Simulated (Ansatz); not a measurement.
# Is the response still linear at 0.4 V/Å? 1T-SnSe2 3 layers, AA

The dipole of a slab grows in proportion to a weak field along its normal. Does the weak-field slope carry to a strong field?

How it was computed: Ansatz 0.2.0, plane waves with PAW datasets (its set soft_2), PBE-D3(BJ); atoms held at their relaxed places, 18 Å of vacuum, dipole correction, cell area 12.74 Å², 12×12 k-points, smearing 0.02585 eV. Without field the slab has a gap of 0.64 eV.

| run | field (V/Å) | dipole (e·Å) |
| --- | --- | --- |
| run 1 | −0.10 | −0.11527 |
| run 2 | −0.05 | −0.05764 |
| run 3 | 0.00 | 0.00000 |
| run 4 | 0.05 | 0.05764 |
| run 5 | 0.10 | 0.11529 |
| run 6 | 0.40 | ? |

**Question.** What value belongs in the row marked “?”, and how far can the other rows tell?

A least-squares line through the 5 rows shown has slope 1.152800 and intercept 0.000004; no row lies more than 0.00001 e·Å off it. A perfect conductor with that slope would be 180.95 × 1.15280 / 12.74 = 16.37 Å thick. At 0.40 it gives 1.152800 × 0.40 + 0.000004 = 0.46112 e·Å, beyond the rows fitted. Rounding and scatter of the rows alone allow about ±0.00002 e·Å there.

The run itself gives 0.46155 e·Å: a miss of +0.00043 e·Å. That is under 1 % of the induced dipole, so the response is still linear.

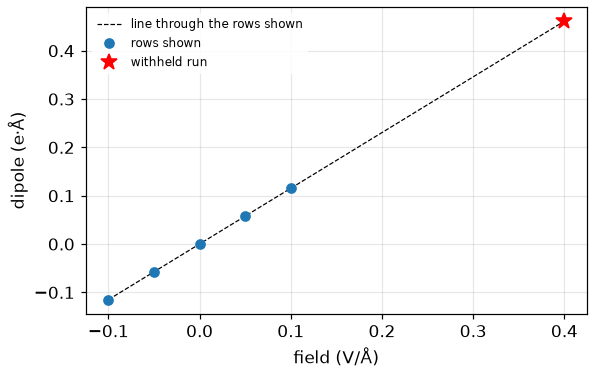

The fit and the withheld run.

Caveats: Ions are held, so this is the electronic response. Of the series that stay linear within 1 %, this collection keeps about one in seven, and it keeps all that bend.
